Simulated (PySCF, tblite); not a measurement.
**C₅H₉FN₂Si: geometry, infrared bands and NMR shifts**

Wanted: the infrared bands and NMR shifts of C₅H₉FN₂Si (`N#C[C@]1(F)CCNC[SiH2]1`), by calculation.

Programs: tblite 0.8.0 and PySCF 2.14.0, with density-fitted response routines of our own. Each step states its level of theory. These are calculated values for one molecule in the gas phase, unless marked as measured. Atoms count from 0, in the outputs and in this text.

## (1) The molecule as given

18 atoms, charge 0, multiplicity 1; geometry from: force field or distance geometry start.

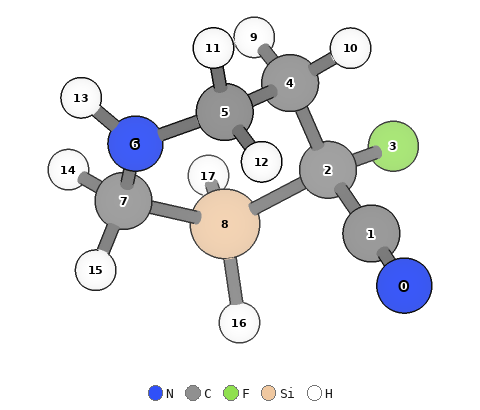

As it starts; nitrogen blue, carbon grey, fluorine green, silicon light orange, hydrogen white, atoms numbered.

## (2) Optimising the geometry with GFN2-xTB

Job settings and geometry (Å):

```
{"job": {"kind": "relax", "xc": "GFN2-xTB", "basis": "xTB"}, "charge": 0, "multiplicity": 1}
N     -1.910600     0.914000     2.381600
C     -1.604300     0.842300     1.264100
C     -1.186500     0.754800    -0.120300
F     -2.106800     1.455200    -0.917900
C     -1.046100    -0.697800    -0.570900
C     -0.110900    -1.410200     0.342000
N      1.266500    -1.128400     0.196100
C      1.728700     0.171900    -0.042700
Si     0.494300     1.486300    -0.350900
H     -0.676700    -0.742600    -1.606600
H     -2.043800    -1.153800    -0.469200
H     -0.244400    -2.500200     0.118700
H     -0.477200    -1.310600     1.410500
H      1.824000    -1.890200    -0.232800
H      2.411700     0.143500    -0.920600
H      2.353400     0.496900     0.828900
H      0.693700     2.686700     0.455100
H      0.626200     1.888400    -1.776900
```

Launch:

```console
OMP_NUM_THREADS=1 python probes_run.py task.json out
```

One launch serves the whole session: the jobs run in the order shown.

Standard output:

```text
step      E/eV     max force
  0    -748.85491    2.826
  1    -749.02188    6.090
  2    -749.01458    4.556
  3    -749.18958    1.037
  4    -749.22156    0.395
  5    -749.25876    1.007
  6    -749.27883    0.479
  7    -749.28371    0.198
  8    -749.29038    0.363
  9    -749.29663    0.507
 10    -749.30267    0.374
 11    -749.30734    0.164
 12    -749.31191    0.270
 13    -749.31747    0.430
 14    -749.32425    0.398
 15    -749.33151    0.228
 16    -749.34015    0.297
 17    -749.35227    0.556
 18    -749.36853    0.677
 19    -749.38717    0.502
 20    -749.40673    0.473
 21    -749.42673    0.592
 22    -749.41100    1.281
 23    -749.46042    0.745
 24    -749.47390    0.394
 25    -749.49576    0.299
 26    -749.50205    0.350
 27    -749.51347    0.222
 28    -749.52049    0.199
 29    -749.52754    0.207
 30    -749.53267    0.226
 31    -749.53793    0.227
 32    -749.54344    0.163
 33    -749.54890    0.174
 34    -749.55326    0.181
 35    -749.55683    0.183
 36    -749.56067    0.153
 37    -749.56568    0.146
 38    -749.57122    0.178
 39    -749.57575    0.168
 40    -749.57966    0.147
 41    -749.58332    0.147
 42    -749.58671    0.137
 43    -749.58931    0.139
 44    -749.59148    0.110
 45    -749.59392    0.115
 46    -749.59689    0.143
 47    -749.59964    0.159
 48    -749.60136    0.098
 49    -749.60234    0.090
 50    -749.60331    0.087
 51    -749.60455    0.149
 52    -749.60604    0.164
 53    -749.60750    0.110
 54    -749.60868    0.085
 55    -749.60956    0.077
 56    -749.61047    0.079
 57    -749.61139    0.082
 58    -749.61239    0.083
 59    -749.61349    0.081
 60    -749.61464    0.100
 61    -749.61568    0.075
 62    -749.61649    0.064
 63    -749.61713    0.066
 64    -749.61780    0.061
 65    -749.61860    0.072
 66    -749.61943    0.067
 67    -749.62013    0.052
 68    -749.62063    0.040
 69    -749.62103    0.050
 70    -749.62147    0.059
 71    -749.62203    0.057
 72    -749.62262    0.068
 73    -749.62312    0.060
 74    -749.62352    0.058
 75    -749.62391    0.058
 76    -749.62438    0.055
 77    -749.62492    0.055
 78    -749.62548    0.049
 79    -749.62605    0.062
 80    -749.62669    0.073
 81    -749.62745    0.066
 82    -749.62832    0.064
 83    -749.62913    0.081
 84    -749.62981    0.074
 85    -749.63035    0.058
 86    -749.63076    0.050
 87    -749.63103    0.047
 88    -749.63122    0.037
 89    -749.63139    0.034
 90    -749.63156    0.030
 91    -749.63175    0.031
 92    -749.63191    0.029
 93    -749.63203    0.020
 94    -749.63210    0.017
 95    -749.63217    0.019
 96    -749.63223    0.019
 97    -749.63229    0.012
 98    -749.63232    0.009
```

Wall time 2.7 s (1 thread of Intel Xeon at 2.50GHz, shared host); peak memory 0.18 GiB.

Step by step: (not every step is listed) (the energy doesn't fall at every step)

| step | energy from step 0 (eV) | largest force (eV/Å) |
| --- | --- | --- |
| 0 | 0.0000 | 2.8260 |
| 1 | -0.1670 | 6.0902 |
| 2 | -0.1597 | 4.5558 |
| 3 | -0.3347 | 1.0368 |
| 4 | -0.3666 | 0.3954 |
| 5 | -0.4039 | 1.0070 |
| 6 | -0.4239 | 0.4790 |
| 7 | -0.4288 | 0.1980 |
| 8 | -0.4355 | 0.3626 |
| 16 | -0.4852 | 0.2970 |
| 24 | -0.6190 | 0.3941 |
| 32 | -0.6885 | 0.1629 |
| 40 | -0.7247 | 0.1473 |
| 48 | -0.7464 | 0.0978 |
| 56 | -0.7556 | 0.0789 |
| 64 | -0.7629 | 0.0605 |
| 72 | -0.7677 | 0.0682 |
| 80 | -0.7718 | 0.0726 |
| 88 | -0.7763 | 0.0372 |
| 93 | -0.7771 | 0.0197 |
| 94 | -0.7772 | 0.0166 |
| 95 | -0.7773 | 0.0193 |
| 96 | -0.7773 | 0.0188 |
| 97 | -0.7774 | 0.0124 |
| 98 | -0.7774 | 0.0091 |

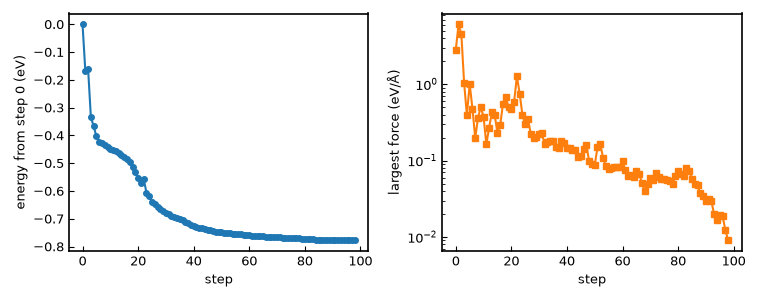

Energy and force, step by step.

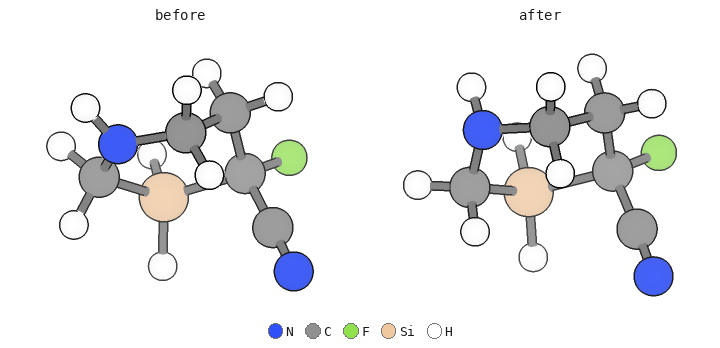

Before and after, at one scale.

Close pairs (by a distance rule), those that changed most:

| bond | before (Å) | after (Å) | change (Å) |
| --- | --- | --- | --- |
| C2–Si8 | 1.848 | 1.943 | +0.095 |
| C7–Si8 | 1.829 | 1.915 | +0.086 |
| N6–C7 | 1.401 | 1.458 | +0.058 |
| C4–C5 | 1.488 | 1.538 | +0.049 |
| C5–H12 | 1.134 | 1.095 | -0.039 |
| C5–N6 | 1.413 | 1.445 | +0.031 |
| C5–H11 | 1.121 | 1.094 | -0.027 |
| C7–H15 | 1.121 | 1.094 | -0.026 |

The next job starts from the end point, and lists it.

## (3) Vibrational analysis with GFN2-xTB

Job settings and geometry (Å):

```
{"job": {"kind": "ir", "xc": "GFN2-xTB", "basis": "xTB"}, "charge": 0, "multiplicity": 1}
N     -1.700194     1.096633     2.361450
C     -1.489601     0.926794     1.249516
C     -1.149838     0.721301    -0.133495
F     -2.113989     1.352779    -0.933712
C     -1.137691    -0.771343    -0.467027
C     -0.014367    -1.512426     0.276730
N      1.330743    -1.166288    -0.121470
C      1.737626     0.188126     0.234109
Si     0.580057     1.526914    -0.498251
H     -1.000148    -0.878186    -1.546929
H     -2.102843    -1.213584    -0.206397
H     -0.135922    -2.586565     0.110277
H     -0.103158    -1.325015     1.351619
H      1.449599    -1.318997    -1.118213
H      2.770445     0.317489    -0.091558
H      1.743470     0.242601     1.327078
H      0.655813     2.828044     0.153888
H      0.671238     1.578042    -1.959273
```

Standard output:

```text
mode    cm-1     km/mol
  1      71.9      1.63
  2     114.7      2.68
  3     149.3      4.00
  4     183.9      6.21
  5     252.9     12.89
  6     271.6      1.26
  7     286.3      5.12
  8     344.7      8.14
  9     384.3      5.93
 10     461.7     30.50
 11     465.0      7.34
 12     528.9     21.52
 13     546.6      7.69
 14     575.9      8.37
 15     605.4      5.88
 16     642.9    130.61
 17     716.1    124.62
 18     747.8    214.52
 19     785.2     91.80
 20     827.9    159.93
 21     860.9     60.42
 22     899.9      1.55
 23     976.6      7.54
 24     982.0     33.76
 25    1015.2      7.83
 26    1066.3     23.16
 27    1105.5      7.18
 28    1154.8     13.36
 29    1182.6      3.45
 30    1220.6     12.14
 31    1253.4      5.39
 32    1275.1      1.19
 33    1316.8      7.73
 34    1327.2      8.42
 35    1405.5     21.92
 36    1458.9      2.65
 37    1476.4      4.98
 38    1482.7      2.03
 39    2274.3    267.17
 40    2332.8    270.54
 41    2386.6    207.17
 42    2940.0     20.62
 43    2954.0      8.89
 44    2960.9     28.75
 45    2968.1     48.55
 46    2975.3     36.79
 47    2981.5     33.47
 48    3360.6      9.24
```

It took 3.2 s on 1 thread of Intel Xeon at 2.50GHz, shared host; peak memory 0.18 GiB.

The strongest bands and the atoms that carry them (share of the mass-weighted mode):

| cm⁻¹ | km/mol | atoms |
| --- | --- | --- |
| 643 | 130.6 | H17 48 %, H16 19 %, C7 15 % |
| 716 | 124.6 | C7 32 %, Si8 23 %, H15 15 %, H13 10 % |
| 748 | 214.5 | H17 48 %, H16 39 % |
| 785 | 91.8 | H14 22 %, C7 22 % |
| 828 | 159.9 | H13 36 %, N6 24 % |
| 2274 | 267.2 | H17 97 % |
| 2333 | 270.5 | H16 97 % |
| 2387 | 207.2 | C1 59 %, N0 40 % |

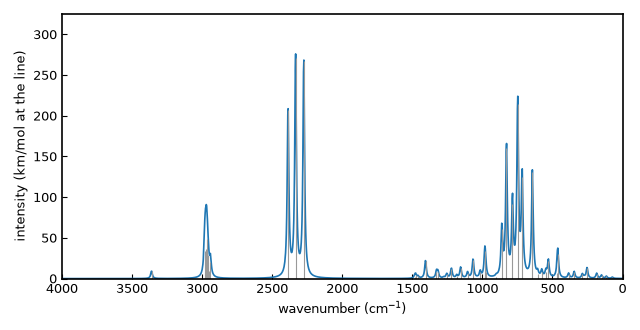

The infrared spectrum from these modes, unscaled. Lines are broadened to a width of 14 cm⁻¹ (Lorentzian).

## (4) NMR shieldings: PBE0/pcSseg-1

Same as in step 3 but for these lines:

```diff
@@ -1,2 +1,2 @@
-{"job": {"kind": "ir", "xc": "GFN2-xTB", "basis": "xTB"}, "charge": 0, "multiplicity": 1}
+{"job": {"kind": "nmr", "xc": "PBE0", "basis": "pcSseg-1"}, "charge": 0, "multiplicity": 1}
 N     -1.700194     1.096633     2.361450
```

Level: GIAO PBE0/pcSseg-1 NMR shielding, non-relativistic, gas phase.

Standard output:

```text
coarse grid: 15848 points
cycle   1  E = -693.9725809226  dE =  1.165e+00  |g| = 6.556e-01  |ddm| = 3.883e+00
cycle   2  E = -693.7763189611  dE =  1.963e-01  |g| = 1.198e+00  |ddm| = 1.450e+00
cycle   3  E = -694.0517382433  dE = -2.754e-01  |g| = 2.093e-01  |ddm| = 9.847e-01
cycle   4  E = -694.0601790868  dE = -8.441e-03  |g| = 7.315e-02  |ddm| = 1.892e-01
cycle   5  E = -694.0611731172  dE = -9.940e-04  |g| = 1.698e-02  |ddm| = 6.018e-02
cycle   6  E = -694.0612282025  dE = -5.509e-05  |g| = 5.001e-03  |ddm| = 1.796e-02
cycle   7  E = -694.0612337717  dE = -5.569e-06  |g| = 1.022e-03  |ddm| = 5.382e-03
final grid: 149904 points
cycle   8  E = -694.1184720994  dE = -4.553e-05  |g| = 9.318e-03  |ddm| = 3.733e-02
cycle   9  E = -694.1184548093  dE =  1.729e-05  |g| = 1.322e-02  |ddm| = 2.037e-02
cycle  10  E = -694.1184923222  dE = -3.751e-05  |g| = 1.246e-03  |ddm| = 1.184e-02
cycle  11  E = -694.1184925578  dE = -2.356e-07  |g| = 3.874e-04  |ddm| = 1.157e-03
cycle  12  E = -694.1184925775  dE = -1.962e-08  |g| = 1.935e-04  |ddm| = 3.560e-04
cycle  13  E = -694.1184925845  dE = -7.013e-09  |g| = 7.658e-05  |ddm| = 1.746e-04
cycle  14  E = -694.1184925857  dE = -1.232e-09  |g| = 8.974e-06  |ddm| = 6.590e-05
cycle  15  E = -694.1184925857  dE = -1.478e-11  |g| = 3.423e-06  |ddm| = 1.198e-05
converged SCF energy = -694.1184925857

GIAO shielding tensors (ppm)
atom      isotropic    diamagn.    paramagn.     s11        s22        s33       span
  0 N      -52.988     339.307    -392.295   -224.110   -173.805    238.951    463.061
  1 C       62.890     262.456    -199.566    -59.652    -47.565    295.888    355.540
  2 C      104.649     248.929    -144.280     57.948     85.119    170.880    112.931
  3 F      366.940     471.509    -104.569    305.399    378.376    417.045    111.646
  4 C      142.607     248.127    -105.520    129.640    140.156    158.025     28.385
  5 C      137.504     247.160    -109.656    115.473    130.376    166.662     51.189
  6 N      219.521     320.687    -101.167    179.750    189.961    288.851    109.100
  7 C      150.697     250.476     -99.779    126.334    135.263    190.493     64.160
  8 Si     393.930     880.099    -486.169    363.610    390.337    427.841     64.231
  9 H       30.054      31.524      -1.470     27.194     28.012     34.956      7.762
 10 H       29.187      30.163      -0.976     25.320     27.651     34.590      9.270
 11 H       28.284      29.238      -0.953     21.980     27.688     35.185     13.205
 12 H       29.038      31.476      -2.438     24.913     28.651     33.549      8.636
 13 H       32.280      33.504      -1.224     24.262     31.416     41.161     16.899
 14 H       28.544      28.990      -0.446     23.294     27.101     35.236     11.942
 15 H       28.976      30.546      -1.569     24.622     27.599     34.708     10.086
 16 H       27.391      28.763      -1.371     24.098     25.312     32.764      8.667
 17 H       27.759      29.569      -1.810     24.738     25.262     33.277      8.539
```

Run time: 2.2 min. Hardware: 1 thread of Intel Xeon at 2.50GHz, shared host; peak memory 0.9 GiB.

The references, computed at this level on geometries of the same kind, shield at (ppm): ¹H TMS 31.72, ¹³C TMS 186.9, ²⁹Si TMS 349.2, ¹⁹F CFCl3 170.9, ¹⁵N NH3 267.7. Their shielding less the atom's gives the shift. The references are single molecules in the gas phase, so shifts against H2O, NH3, PH3, H3PO4 or CFCl3 are not on the usual liquid scales and can be off by tens of ppm.

| atoms | environment | σ (ppm) | δ (ppm) | δ scaled to CDCl3 |
| --- | --- | --- | --- | --- |
| C1 | nitrile carbon | 62.9 | 124.0 | 119.1 |
| C2 | fully substituted sp3 carbon bonded to F and Si, α to a nitrile | 104.6 | 82.3 | 78.4 |
| C5 | sp3 CH2 bonded to N | 137.5 | 49.4 | 46.3 |
| C4 | sp3 CH2 in a ring | 142.6 | 44.3 | 41.3 |
| C7 | sp3 CH2 bonded to N and Si | 150.7 | 36.2 | 33.4 |
| H16 | hydrogen on a silicon bonded to 2 C, in a 6-membered ring | 27.39 | 4.33 | – |
| H17 | hydrogen on a silicon bonded to 2 C, in a 6-membered ring | 27.76 | 3.96 | – |
| H11 | hydrogen on an sp3 CH2 bonded to N | 28.28 | 3.43 | 3.34 |
| H14 | hydrogen on an sp3 CH2 bonded to N and Si | 28.54 | 3.17 | 3.10 |
| H15 | hydrogen on an sp3 CH2 bonded to N and Si | 28.98 | 2.74 | 2.69 |
| H12 | hydrogen on an sp3 CH2 bonded to N | 29.04 | 2.68 | 2.63 |
| H10 | hydrogen on an sp3 CH2 in a ring | 29.19 | 2.53 | 2.49 |
| H9 | hydrogen on an sp3 CH2 in a ring | 30.05 | 1.66 | 1.67 |
| H13 | hydrogen on an amine nitrogen | 32.28 | -0.56 | – |
| N0 | nitrile nitrogen | -53.0 | 320.7 | – |
| N6 | amine nitrogen | 219.5 | 48.2 | – |
| F3 | fluorine on an sp3 carbon | 366.9 | -196.0 | – |
| Si8 | silicon bonded to 2 C, 2 H, in a 6-membered ring | 393.9 | -44.8 | – |

The scaled column applies a straight-line fit of computed shieldings to shifts measured in CDCl3, and one for carbons that bear F (root-mean-square error 0.16 ppm for H, 1.9 ppm for C).

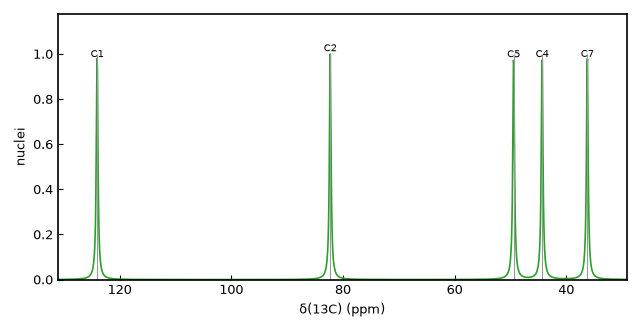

¹³C lines at the computed shifts, without couplings. Lines are broadened to a width of 0.35 ppm (Lorentzian).

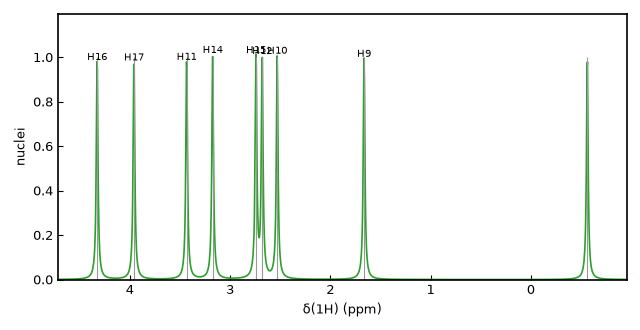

¹H lines at the computed shifts, without couplings. Lines are broadened to a width of 0.02 ppm (Lorentzian).

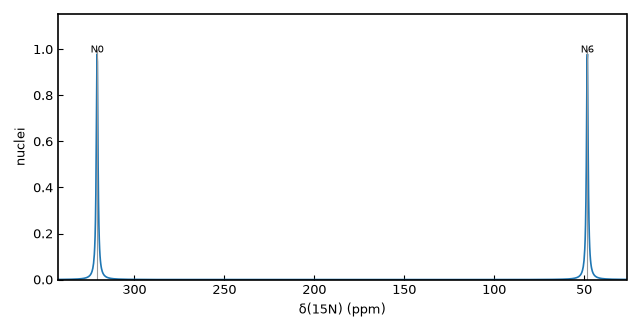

¹⁵N lines at the computed shifts, without couplings. Lines are broadened to a width of 1 ppm (Lorentzian).

Charges from the same density, by scheme (e):

| atoms | Mulliken | IAO | Hirshfeld | ESP fit |
| --- | --- | --- | --- | --- |
| N0 | -0.24 | -0.23 | -0.21 | -0.49 |
| C1 | 0.15 | 0.12 | 0.07 | 0.46 |
| C2 | -0.12 | 0.03 | 0.03 | -0.01 |
| F3 | -0.32 | -0.32 | -0.11 | -0.21 |
| C4 | -0.17 | -0.28 | -0.08 | -0.23 |
| C5 | -0.07 | -0.16 | -0.02 | -0.07 |
| N6 | -0.47 | -0.40 | -0.16 | -0.65 |
| C7 | -0.33 | -0.43 | -0.11 | -0.24 |
| Si8 | 0.63 | 0.72 | 0.34 | 0.39 |

Hirshfeld charges:

N0 -0.21; C1 0.07; C2 0.03; F3 -0.11; C4 -0.08; C5 -0.02; N6 -0.16; C7 -0.11; Si8 0.34; H9 0.04; H10 0.05; H11 0.05; H12 0.04; H13 0.11; H14 0.05; H15 0.05; H16 -0.06; H17 -0.07

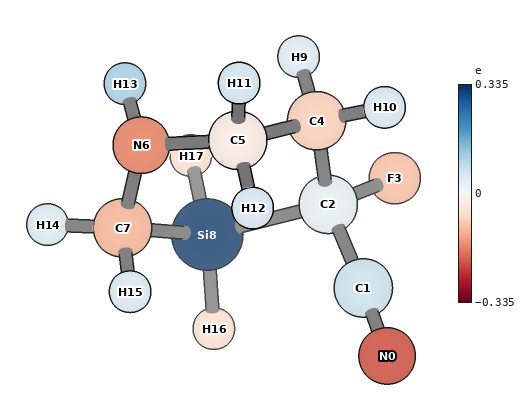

Hirshfeld charges, as colours on the atoms.

Mayer bond orders: N0–C1 3.00, C1–C2 0.94, C2–F3 0.83, C2–C4 1.00, C4–C5 1.00, C5–N6 1.00, N6–C7 0.96, C7–Si8 0.91, Si8–C2 0.79.

Ring of atoms C2, C4, C5, N6, C7, Si8: NICS(0) -2.7, NICS(1) -2.5, NICS(1)zz 1.2 ppm (means of both faces).

Orbitals, density, ELF and potential are computed afterwards from the orbital file.

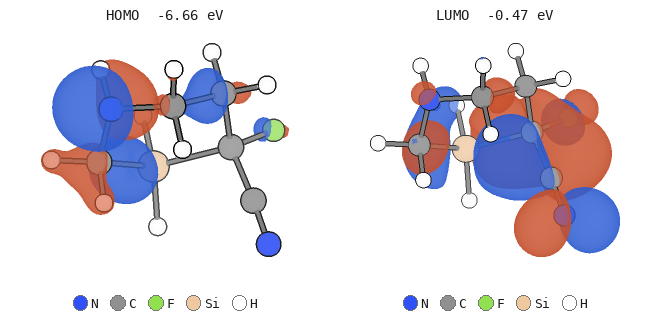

PBE0/pcSseg-1 orbitals near the gap, drawn at the value that encloses 70 % of each; the two colours are the two signs.

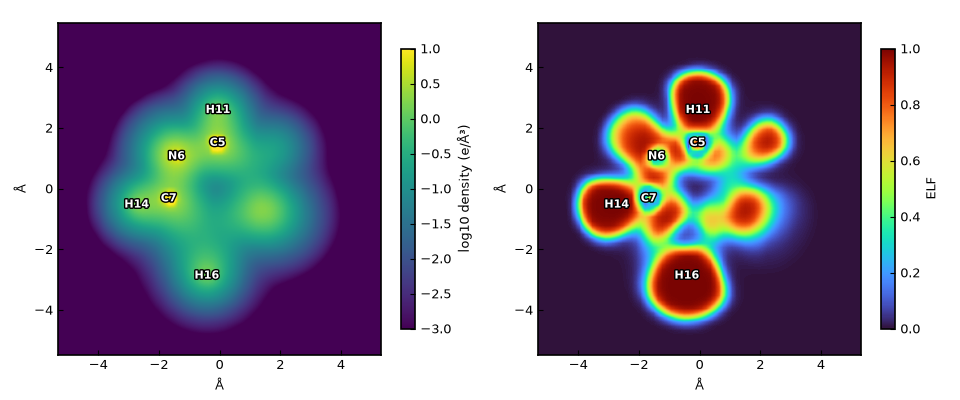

Density (left) and ELF (right) in a plane through or near 6 of the atoms.

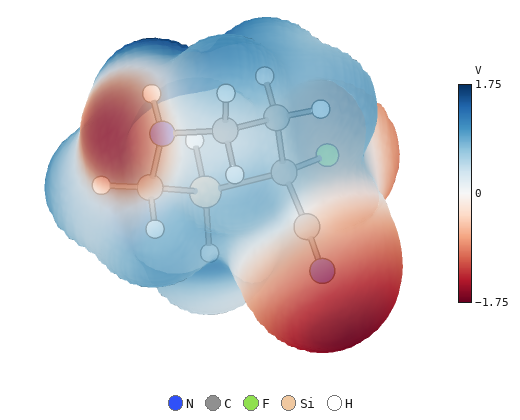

Electrostatic potential on the surface of density 0.002 e/bohr³; red is low, blue high. It runs from -1.63 V near N0 to 1.75 V near H13.

## (5) What came out

```
                                 quantity                                                      value
strongest single infrared mode (GFN2-xTB)                                      2333 cm⁻¹, 271 km/mol
             zero-point energy (GFN2-xTB)                                              83.7 kcal/mol
   ¹³C shifts against TMS (PBE0/pcSseg-1)                          124.0, 82.3, 49.4, 44.3, 36.2 ppm
    ¹H shifts against TMS (PBE0/pcSseg-1)  4.33, 3.96, 3.43, 3.17, 2.74, 2.68, 2.53, 1.66, -0.56 ppm
   ¹⁵N shifts against NH3 (PBE0/pcSseg-1)                                            320.7, 48.2 ppm
 ¹⁹F shifts against CFCl3 (PBE0/pcSseg-1)                                                 -196.0 ppm
  ²⁹Si shifts against TMS (PBE0/pcSseg-1)                                                  -44.8 ppm
    surface potential, least and greatest                                         -1.63 V and 1.75 V
```

In words: Over 98 steps the energy fell by 0.777 eV; of the close pairs, C2–Si8 changed most, 1.848 to 1.943 Å. No mode is imaginary among the 48: a minimum at this level. The strongest single mode, at 2333 cm⁻¹, moves mainly H16. Unscaled tight-binding wavenumbers are off by several per cent, some by more. Its intensities can rank the bands wrongly. The most deshielded carbon is C1 (nitrile carbon), at 124.0 ppm: C≡N carbons fall here, among the sp2 signals but without a proton. At PBE0/pcSseg-1: Shielding is most anisotropic at N0 (span 463 ppm, paramagnetic term -392 ppm). At PBE0/pcSseg-1, counted by nearest atom on the grid, the HOMO lies on N6 54 %; C7 8 %, the LUMO on N0 24 %; C1 18 %.
